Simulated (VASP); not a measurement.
Band structure of Cs (space group Im-3m). Method: PBE GGA, VASP's PBE PAW potentials (set 64) (plane waves; VASP).

Unless said otherwise, spin-orbit coupling is left out, though it shifts the bands of the heavy elements here.

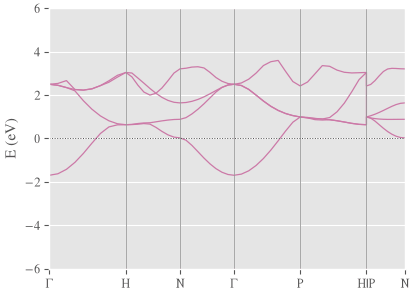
*Bands along high-symmetry lines, zero at the valence-band maximum or, without a gap, the Fermi level*

### Question
Read the plot: is there a gap, and where are the band edges?

### Answer
It has no gap at this level: it comes out as a metal or semimetal.

The structure is a typed Cs crystal (Im-3m). The cell was not relaxed at this level.
